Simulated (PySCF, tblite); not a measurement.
# C₅H₆B₂F₂Si: geometry, infrared bands and NMR shifts

What infrared bands and NMR shifts should C₅H₆B₂F₂Si (`C#C[SiH2]C#CBCB(F)F`) show?

Programs: tblite 0.8.0 and PySCF 2.14.0, with density-fitted response routines of our own. Each step states its level of theory. These are calculated values for one molecule in the gas phase, unless marked as measured. Atoms count from 0, in the outputs and in this text.

## (1) The starting structure

16 atoms, charge 0, multiplicity 1; geometry from: force field or distance geometry start.

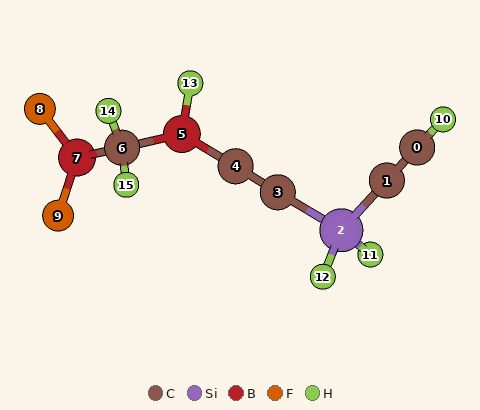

As it starts; carbon brown, silicon purple, boron red, fluorine orange, hydrogen green, atoms numbered; sticks join atoms by distance.

## (2) Relaxing the molecule with GFN2-xTB

The job: settings as JSON, then the geometry in Å.

```
{"job": {"kind": "relax", "xc": "GFN2-xTB", "basis": "xTB"}, "charge": 0, "multiplicity": 1}
C      4.773800    -0.307600     0.396500
C      3.869700    -0.027100    -0.378300
Si     2.526800     0.350600    -1.538900
C      0.963400     0.579500    -0.621800
C     -0.066800     0.719800     0.007300
B     -1.395100     0.930600     0.783600
C     -2.469200    -0.246500     0.658300
B     -3.843100     0.468000     0.388800
F     -4.726700     0.663900     1.533000
F     -4.389900     0.386000    -0.936900
H      5.548400    -0.556900     1.055400
H      2.755800     1.581800    -2.275300
H      2.382000    -0.781100    -2.470800
H     -1.217100     1.292800     1.915600
H     -2.527300    -0.830100     1.597800
H     -2.192300    -0.947300    -0.125600
```

Run with:

```bash
OMP_NUM_THREADS=1 python probes_run.py task.json out
```

The driver reads the jobs from task.json and runs them one after another.

Log:

```text
step      E/eV     max force
  0    -743.65984    3.520
  1    -744.06339    7.875
  2    -744.38400    4.883
  3    -744.69315    1.307
  4    -744.75912    1.741
  5    -744.81777    1.428
  6    -744.84042    0.317
  7    -744.85220    0.390
  8    -744.86153    0.400
  9    -744.86608    0.205
 10    -744.87079    0.200
 11    -744.87660    0.312
 12    -744.88289    0.323
 13    -744.88793    0.157
 14    -744.89160    0.136
 15    -744.89465    0.204
 16    -744.89780    0.222
 17    -744.90092    0.151
 18    -744.90346    0.165
 19    -744.90532    0.133
 20    -744.90675    0.126
 21    -744.90801    0.101
 22    -744.90933    0.093
 23    -744.91066    0.094
 24    -744.91185    0.105
 25    -744.91293    0.083
 26    -744.91402    0.098
 27    -744.91515    0.088
 28    -744.91604    0.088
 29    -744.91653    0.047
 30    -744.91682    0.041
 31    -744.91714    0.055
 32    -744.91748    0.075
 33    -744.91776    0.057
 34    -744.91797    0.032
 35    -744.91816    0.037
 36    -744.91836    0.047
 37    -744.91851    0.034
 38    -744.91860    0.020
 39    -744.91867    0.021
 40    -744.91876    0.035
 41    -744.91891    0.051
 42    -744.91909    0.052
 43    -744.91926    0.030
 44    -744.91940    0.030
 45    -744.91958    0.044
 46    -744.91992    0.084
 47    -744.92050    0.118
 48    -744.92125    0.113
 49    -744.92193    0.068
 50    -744.92244    0.065
 51    -744.92293    0.074
 52    -744.92354    0.097
 53    -744.92414    0.082
 54    -744.92452    0.059
 55    -744.92478    0.060
 56    -744.92510    0.069
 57    -744.92561    0.106
 58    -744.92629    0.112
 59    -744.92680    0.059
 60    -744.92709    0.039
 61    -744.92727    0.037
 62    -744.92750    0.047
 63    -744.92782    0.054
 64    -744.92822    0.042
 65    -744.92855    0.043
 66    -744.92883    0.046
 67    -744.92911    0.045
 68    -744.92935    0.037
 69    -744.92953    0.034
 70    -744.92968    0.038
 71    -744.92987    0.045
 72    -744.93010    0.045
 73    -744.93035    0.034
 74    -744.93053    0.026
 75    -744.93067    0.032
 76    -744.93080    0.024
 77    -744.93100    0.029
 78    -744.93120    0.030
 79    -744.93137    0.036
 80    -744.93165    0.046
 81    -744.93212    0.051
 82    -744.93286    0.090
 83    -744.93334    0.091
 84    -744.93429    0.058
 85    -744.93473    0.045
 86    -744.93505    0.046
 87    -744.93548    0.059
 88    -744.93606    0.067
 89    -744.93673    0.070
 90    -744.93737    0.054
 91    -744.93790    0.058
 92    -744.93832    0.058
 93    -744.93868    0.054
 94    -744.93882    0.053
 95    -744.93914    0.066
 96    -744.93928    0.032
 97    -744.93952    0.040
 98    -744.93966    0.060
 99    -744.93983    0.058
100    -744.93991    0.027
101    -744.93997    0.020
102    -744.94004    0.041
103    -744.94020    0.078
104    -744.94046    0.113
105    -744.94079    0.090
106    -744.94105    0.072
107    -744.94122    0.041
108    -744.94129    0.047
109    -744.94137    0.028
110    -744.94149    0.029
111    -744.94158    0.017
112    -744.94163    0.015
113    -744.94166    0.016
114    -744.94171    0.017
115    -744.94178    0.018
116    -744.94191    0.027
117    -744.94212    0.031
118    -744.94237    0.031
119    -744.94257    0.027
120    -744.94270    0.028
121    -744.94280    0.029
122    -744.94292    0.034
123    -744.94318    0.036
124    -744.94358    0.039
125    -744.94406    0.048
126    -744.94434    0.054
127    -744.94454    0.070
128    -744.94473    0.025
129    -744.94479    0.013
130    -744.94482    0.009
```

Run time: 1.8 s. Hardware: 1 thread of Arm Neoverse N1, shared host; peak memory 0.18 GiB.

Along the way: (not every step is listed)

| step | energy from step 0 (eV) | largest force (eV/Å) |
| --- | --- | --- |
| 0 | 0.0000 | 3.5199 |
| 1 | -0.4035 | 7.8754 |
| 2 | -0.7242 | 4.8832 |
| 3 | -1.0333 | 1.3066 |
| 4 | -1.0993 | 1.7407 |
| 5 | -1.1579 | 1.4280 |
| 6 | -1.1806 | 0.3168 |
| 7 | -1.1924 | 0.3898 |
| 8 | -1.2017 | 0.4002 |
| 19 | -1.2455 | 0.1328 |
| 30 | -1.2570 | 0.0414 |
| 41 | -1.2591 | 0.0511 |
| 52 | -1.2637 | 0.0969 |
| 63 | -1.2680 | 0.0537 |
| 74 | -1.2707 | 0.0256 |
| 85 | -1.2749 | 0.0446 |
| 96 | -1.2794 | 0.0318 |
| 107 | -1.2814 | 0.0409 |
| 118 | -1.2825 | 0.0310 |
| 125 | -1.2842 | 0.0484 |
| 126 | -1.2845 | 0.0538 |
| 127 | -1.2847 | 0.0704 |
| 128 | -1.2849 | 0.0254 |
| 129 | -1.2849 | 0.0134 |
| 130 | -1.2850 | 0.0087 |

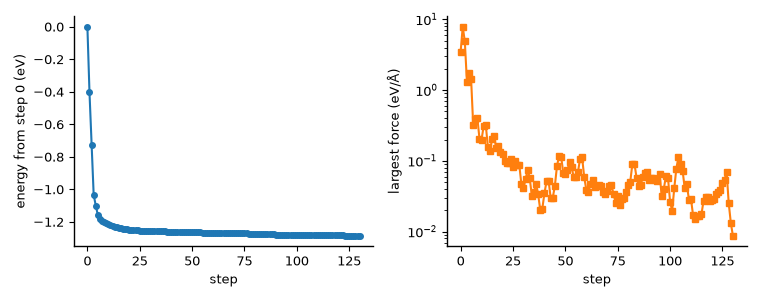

Energy and largest force along the relaxation.

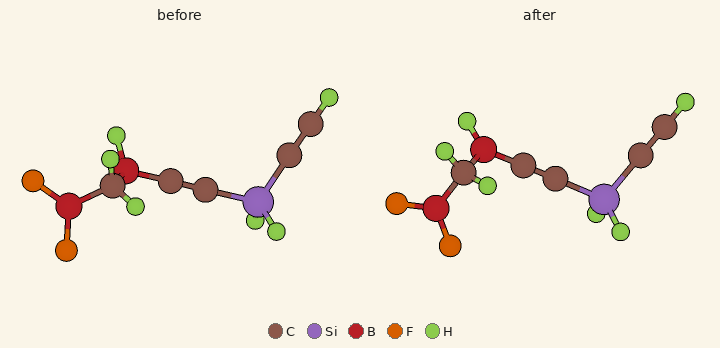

Before and after, at one scale.

Close pairs (by a distance rule), those that changed most:

| bond | before (Å) | after (Å) | change (Å) |
| --- | --- | --- | --- |
| B7–F8 | 1.459 | 1.321 | -0.138 |
| B7–F9 | 1.436 | 1.321 | -0.116 |
| C4–B5 | 1.553 | 1.497 | -0.056 |
| C1–Si2 | 1.815 | 1.851 | +0.037 |
| B5–H13 | 1.202 | 1.171 | -0.031 |
| Si2–C3 | 1.827 | 1.853 | +0.026 |
| C0–C1 | 1.223 | 1.202 | -0.021 |
| C6–H14 | 1.108 | 1.088 | -0.019 |

The next job starts from the end point, and lists it.

## (3) Infrared spectrum with GFN2-xTB

The job: settings as JSON, then the geometry in Å.

```
{"job": {"kind": "ir", "xc": "GFN2-xTB", "basis": "xTB"}, "charge": 0, "multiplicity": 1}
C      4.739460    -0.232525     0.125529
C      3.770725     0.037499    -0.532607
Si     2.284169     0.449979    -1.555891
C      0.848560     0.454335    -0.384523
C     -0.099893     0.463501     0.375337
B     -1.278198     0.477377     1.298622
C     -2.547139    -0.413674     0.950189
B     -3.468770     0.439763     0.012820
F     -4.409613     1.250803     0.461671
F     -3.351569     0.448838    -1.302628
H      5.584646    -0.467365     0.706973
H      2.437401     1.793490    -2.126068
H      2.093015    -0.588587    -2.575262
H     -1.278314     1.159023     2.250515
H     -3.086498    -0.676893     1.857949
H     -2.245581    -1.319136     0.425962
```

Log:

```text
mode    cm-1     km/mol
  1      -6.0      0.38
  2      17.9      0.72
  3      35.1      0.04
  4      51.1      0.05
  5      86.5      1.23
  6     137.5      1.12
  7     163.9      0.65
  8     203.2      3.28
  9     208.1      0.89
 10     261.1      7.67
 11     298.0      0.20
 12     329.8     13.60
 13     402.2     14.83
 14     436.6     29.07
 15     486.9    124.06
 16     511.5     32.30
 17     549.0      0.78
 18     553.8     14.63
 19     652.8     44.27
 20     678.2      9.90
 21     682.2     21.19
 22     683.0     94.20
 23     725.7    484.50
 24     767.6    259.00
 25     768.5     38.29
 26     827.6     10.66
 27     916.0     23.85
 28     967.8     14.03
 29    1020.9     57.06
 30    1094.5    364.11
 31    1187.0    410.63
 32    1252.8    440.21
 33    1270.3    380.12
 34    1449.7      9.04
 35    2211.3     49.45
 36    2214.5    447.85
 37    2226.4     21.37
 38    2231.6    198.00
 39    2637.1    116.23
 40    3008.3      7.73
 41    3017.5     24.44
 42    3353.8      2.95
```

Run time: 1.1 s. Hardware: 1 thread of Arm Neoverse N1, shared host; peak memory 0.18 GiB.

The strongest bands and the atoms that carry them (share of the mass-weighted mode):

| cm⁻¹ | km/mol | atoms |
| --- | --- | --- |
| 726 | 484.5 | Si2 30 %, H12 23 %, H11 22 % |
| 768 | 259.0 | H12 45 %, H11 45 % |
| 1094 | 364.1 | H15 41 %, H14 29 %, C6 24 % |
| 1187 | 410.6 | B5 53 %, H14 12 %, C3 10 %, H13 10 % |
| 1253 | 440.2 | B7 68 %, F9 11 % |
| 1270 | 380.1 | B7 70 %, F8 13 % |
| 2214 | 447.9 | H12 52 %, H11 43 % |
| 2232 | 198.0 | H11 47 %, H12 43 % |

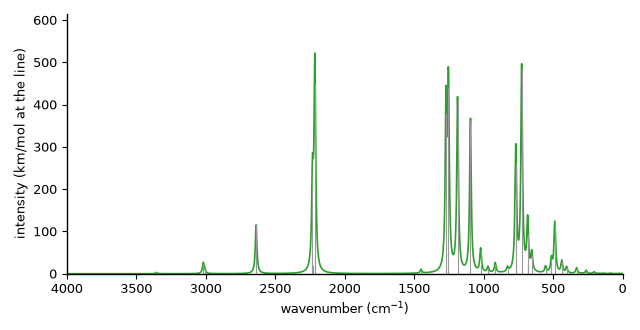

The infrared spectrum from these modes, unscaled. Lines are broadened to a width of 14 cm⁻¹ (Lorentzian).

## (4) Nuclear shieldings: PBE0/pcSseg-1

The job, as its differences from that of step 3:

```diff
@@ -1,2 +1,2 @@
-{"job": {"kind": "ir", "xc": "GFN2-xTB", "basis": "xTB"}, "charge": 0, "multiplicity": 1}
+{"job": {"kind": "nmr", "xc": "PBE0", "basis": "pcSseg-1"}, "charge": 0, "multiplicity": 1}
 C      4.739460    -0.232525     0.125529
```

Level: GIAO PBE0/pcSseg-1 NMR shielding, non-relativistic, gas phase.

Log:

```text
coarse grid: 15120 points
cycle   1  E = -732.1846371063  dE =  1.087e+00  |g| = 7.621e-01  |ddm| = 3.805e+00
cycle   2  E = -732.1406131524  dE =  4.402e-02  |g| = 9.553e-01  |ddm| = 1.300e+00
cycle   3  E = -732.2979020068  dE = -1.573e-01  |g| = 1.066e-01  |ddm| = 6.374e-01
cycle   4  E = -732.2995676229  dE = -1.666e-03  |g| = 5.614e-02  |ddm| = 1.001e-01
cycle   5  E = -732.3001983615  dE = -6.307e-04  |g| = 2.710e-02  |ddm| = 5.285e-02
cycle   6  E = -732.3003750509  dE = -1.767e-04  |g| = 4.723e-03  |ddm| = 2.077e-02
cycle   7  E = -732.3003783611  dE = -3.310e-06  |g| = 3.288e-03  |ddm| = 4.961e-03
cycle   8  E = -732.3003810285  dE = -2.667e-06  |g| = 3.234e-04  |ddm| = 2.211e-03
final grid: 145824 points
cycle   9  E = -732.3680681080  dE = -6.469e-05  |g| = 6.240e-03  |ddm| = 3.229e-02
cycle  10  E = -732.3680679504  dE =  1.576e-07  |g| = 6.300e-03  |ddm| = 1.144e-02
cycle  11  E = -732.3680777206  dE = -9.770e-06  |g| = 6.494e-04  |ddm| = 5.412e-03
cycle  12  E = -732.3680777666  dE = -4.601e-08  |g| = 4.770e-04  |ddm| = 7.431e-04
cycle  13  E = -732.3680778224  dE = -5.578e-08  |g| = 9.703e-05  |ddm| = 3.589e-04
cycle  14  E = -732.3680778246  dE = -2.264e-09  |g| = 3.144e-05  |ddm| = 1.001e-04
cycle  15  E = -732.3680778248  dE = -1.769e-10  |g| = 1.762e-05  |ddm| = 3.321e-05
converged SCF energy = -732.3680778248

GIAO shielding tensors (ppm)
atom      isotropic    diamagn.    paramagn.     s11        s22        s33       span
  0 C       81.663     260.655    -178.992     -4.087     -1.187    250.263    254.350
  1 C      104.253     258.731    -154.478      9.496     14.418    288.846    279.350
  2 Si     441.598     881.622    -440.024    435.277    442.088    447.431     12.153
  3 C       38.034     268.682    -230.648    -27.639     10.031    131.709    159.348
  4 C       60.015     260.883    -200.868    -54.505    -40.598    275.147    329.652
  5 B       33.201     196.802    -163.601    -41.915     12.319    129.200    171.115
  6 C      156.872     260.074    -103.202    101.419    169.100    200.096     98.677
  7 B       74.309     193.076    -118.767     51.717     79.727     91.484     39.767
  8 F      230.764     461.836    -231.073     48.380    289.601    354.309    305.930
  9 F      230.757     470.743    -239.986     49.645    288.955    353.671    304.026
 10 H       29.737      33.025      -3.288     24.722     24.806     39.682     14.960
 11 H       26.793      27.425      -0.632     23.578     25.277     31.524      7.947
 12 H       26.761      28.459      -1.698     23.292     25.459     31.532      8.240
 13 H       24.898      31.441      -6.543     21.275     25.700     27.719      6.444
 14 H       29.378      28.368       1.010     26.842     27.427     33.865      7.023
 15 H       29.652      35.078      -5.425     26.593     28.906     33.458      6.866
```

It took 69 s on 1 thread of Arm Neoverse N1, shared host; peak memory 0.91 GiB.

Shifts follow as δ = σ(reference) − σ, with reference shieldings (ppm) from runs at the same level and on the same kind of geometry: 1H TMS 31.72, 13C TMS 186.9, 29Si TMS 349.2, 19F CFCl3 170.9, 11B BF3·OEt2 100.1. The references are single molecules in the gas phase, so shifts against H2O, NH3, PH3, H3PO4 or CFCl3 are not on the usual liquid scales and can be off by tens of ppm. Atoms listed in one row are averaged.

| atoms | environment | σ (ppm) | δ (ppm) | δ scaled to CDCl3 |
| --- | --- | --- | --- | --- |
| C3 | alkyne carbon | 38.0 | 148.9 | 143.4 |
| C4 | alkyne carbon | 60.0 | 126.9 | 121.9 |
| C0 | terminal alkyne carbon | 81.7 | 105.3 | 100.8 |
| C1 | alkyne carbon | 104.3 | 82.7 | 78.8 |
| C6 | sp3 CH2 bonded to 2 B | 156.9 | 30.1 | 27.4 |
| H13 | hydrogen on a boron bonded to 2 C | 24.90 | 6.82 | – |
| H11, H12 | hydrogen on a silicon bonded to 2 C | 26.78 | 4.94 | – |
| H14, H15 | hydrogen on an sp3 CH2 bonded to 2 B | 29.52 | 2.20 | 2.18 |
| H10 | hydrogen on a terminal alkyne carbon | 29.74 | 1.98 | 1.97 |
| Si2 | silicon bonded to 2 C, 2 H | 441.6 | -92.4 | – |
| B5 | boron bonded to 2 C, H | 33.2 | 66.9 | – |
| B7 | boron bonded to C, 2 F | 74.3 | 25.8 | – |
| F8, F9 | fluorine bonded to B | 230.8 | -59.8 | – |

The scaled column applies a straight-line fit of computed shieldings to shifts measured in CDCl3, and one for carbons that bear F (root-mean-square error 0.16 ppm for H, 1.9 ppm for C).

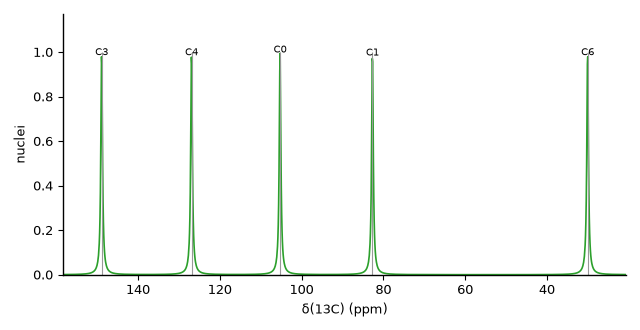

13C lines at the computed shifts, without couplings. Lines are broadened to a width of 0.48 ppm (Lorentzian).

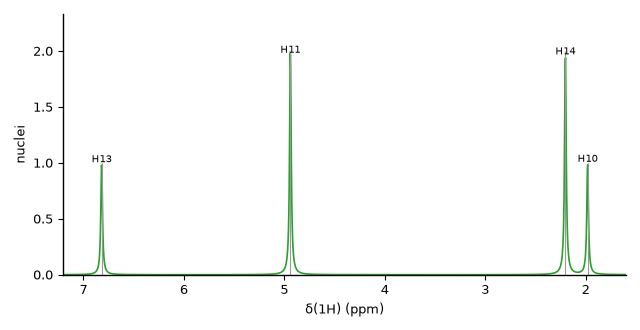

1H lines at the computed shifts, without couplings. Lines are broadened to a width of 0.02 ppm (Lorentzian).

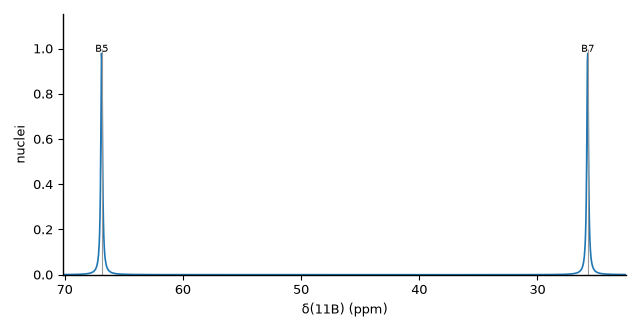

11B lines at the computed shifts, without couplings. Lines are broadened to a width of 0.16 ppm (Lorentzian).

Charges from the same density, by scheme (e):

| atoms | Mulliken | IAO | Hirshfeld | ESP fit |
| --- | --- | --- | --- | --- |
| C0 | -0.16 | -0.17 | -0.07 | -0.31 |
| C1 | -0.20 | -0.33 | -0.15 | -0.17 |
| Si2 | 0.73 | 0.81 | 0.39 | 0.52 |
| C3 | -0.37 | -0.28 | -0.12 | -0.10 |
| C4 | -0.10 | -0.11 | -0.10 | -0.38 |
| B5 | 0.29 | 0.15 | 0.18 | 0.67 |
| C6 | -0.65 | -0.59 | -0.21 | -0.78 |
| B7 | 0.75 | 0.75 | 0.32 | 0.79 |
| F8, F9 | -0.29 | -0.31 | -0.14 | -0.31 |

ESP fit charges:

C0 -0.31; C1 -0.17; Si2 0.52; C3 -0.10; C4 -0.38; B5 0.67; C6 -0.78; B7 0.79; F8 -0.31; F9 -0.30; H10 0.30; H11 -0.07; H12 -0.07; H13 -0.17; H14 0.17; H15 0.20

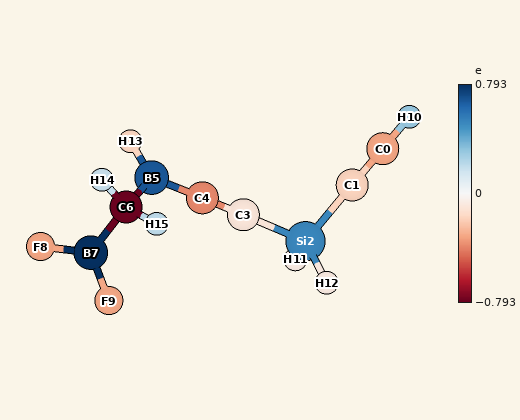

ESP fit charges, as colours on the atoms.

Mayer bond orders: C0–C1 2.56, C1–Si2 0.93, Si2–C3 0.94, C3–C4 2.43, C4–B5 1.11, B5–C6 0.97, C6–B7 0.98, B7–F8 1.11, B7–F9 1.12.

## (5) What came out

| quantity | value |
| --- | --- |
| strongest single infrared mode (GFN2-xTB) | 726 cm⁻¹, 484 km/mol |
| zero-point energy (GFN2-xTB) | 58.0 kcal/mol |
| 13C shifts against TMS (PBE0/pcSseg-1) | 148.9, 126.9, 105.3, 82.7, 30.1 ppm |
| 1H shifts against TMS (PBE0/pcSseg-1, means over atoms taken as alike) | 6.82, 4.94, 2.20, 1.98 ppm |
| 29Si shifts against TMS (PBE0/pcSseg-1) | -92.4 ppm |
| 11B shifts against BF3·OEt2 (PBE0/pcSseg-1) | 66.9, 25.8 ppm |
| 19F shifts against CFCl3 (PBE0/pcSseg-1, means over atoms taken as alike) | -59.8 ppm |

**Reading.** Relaxing lowered the energy by 1.285 eV in 130 steps; the close pair that moved most is B7–F8, from 1.459 to 1.321 Å. The lowest mode is slightly imaginary (6i cm⁻¹), a soft motion within the noise of the Hessian, so the minimum is not strictly shown. The strongest single mode, at 726 cm⁻¹, has its largest shares on Si2, H12 and H11 (the list is cut at 3 atoms). Unscaled tight-binding wavenumbers are off by several per cent, some by more. Its intensities can rank the bands wrongly. At PBE0/pcSseg-1: Shielding is most anisotropic at C4 (span 330 ppm, paramagnetic term -201 ppm).
